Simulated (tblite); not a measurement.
## Relaxed scan of C$_{4}$H$_{5}$OS (charge −1)

System: C$_{4}$H$_{5}$OS, charge −1, SMILES C=COC(=C)[S-].
Method: GFN2-xTB relaxed scan under a harmonic restraint, gas phase (tblite 0.8.0).

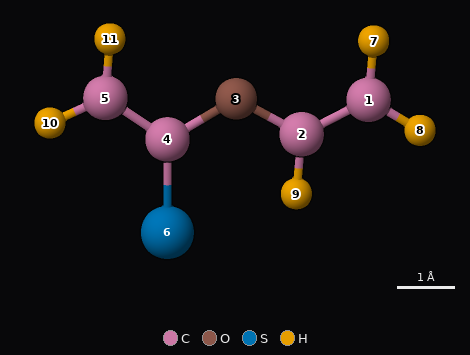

Fig. 1: The structure (ball-and-stick view, seen at a tilt; atoms are numbered from 1 in the order of the input).

**Input file**
```
{"job": {"xc": "GFN2-xTB", "basis": "xTB", "coordinate": [["t", [0, 1, 2, 3], 0.5], ["t", [8, 1, 2, 3], 0.5]], "kind": "drive"}, "charge": -1, "multiplicity": 1}
C      2.216287     0.243727     0.816570
C      1.189197     0.110109    -0.016257
O     -0.082418     0.161289     0.387166
C     -1.116557     0.010301    -0.560274
C     -2.353216     0.080307    -0.038729
S     -0.757025    -0.235235    -2.202206
H      2.075434     0.401925     1.872817
H      3.225988     0.196279     0.451220
H      1.328587    -0.050101    -1.084746
H     -3.216883    -0.021719    -0.668683
H     -2.503970     0.238909     1.017158
```

The first line tells a small driver script what to run in tblite; the rest is the geometry in Å.

Run on 1 CPU thread, shared host.

Launch command:
```bash
OMP_NUM_THREADS=1 python <driver script> task.json out
```

**What the program printed**
```
point  coordinate     E/eV
  0    -75.400     -506.01945
  1    -60.700     -505.96107
  2    -45.800     -505.87531
  3    -30.800     -505.78205
  4    -15.500     -505.74096
  5     -0.200     -505.69768
  6     15.300     -505.70223
  7     30.500     -505.75014
  8     45.500     -505.80983
  9     60.300     -505.85661
 10     75.100     -505.87856
 11     89.800     -505.87295
```

**Key numbers**

- outcome: converged
- wall time: 2.5 s
- peak memory: 0.19 GiB
